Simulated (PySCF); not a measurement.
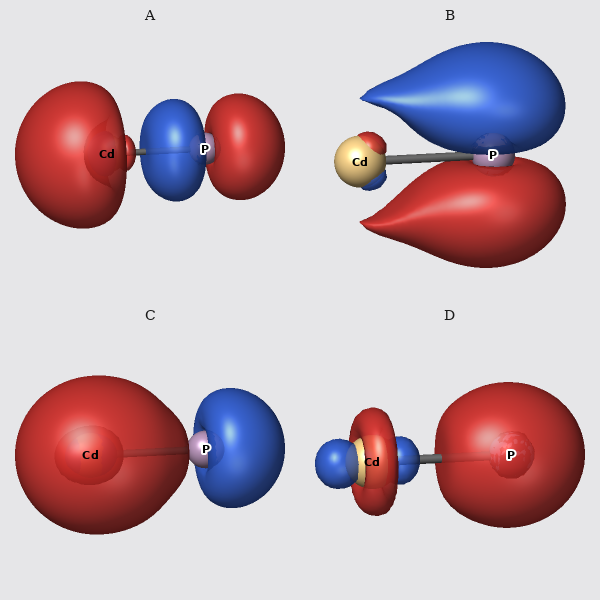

CdP (charge +1, triplet). Four frontier β-spin orbitals, each drawn at the value that holds 80 % of its norm (red and blue are the two phases), in no order; of a degenerate pair one member is drawn.

Core potentials replace the inner electrons of Cd.

All numbers below come from PBE0/def2-SVP, non-relativistic Hamiltonian with scalar-relativistic core potentials where named, at a bond length of 2.509 Å in PySCF.

### Label each orbital by symmetry, say whether it is occupied, and order them by energy.

Orbital D: σ, occupied in this spin, −19.58 eV; mainly on P (75 %).
Orbital C: σ, occupied in this spin, −13.56 eV; shared between the atoms (Cd 60 %, P 40 %).
Orbital A: σ, empty in this spin, −9.06 eV; shared between the atoms (Cd 55 %, P 45 %).
Orbital B: π, empty in this spin, −8.56 eV; mainly on P (85 %).
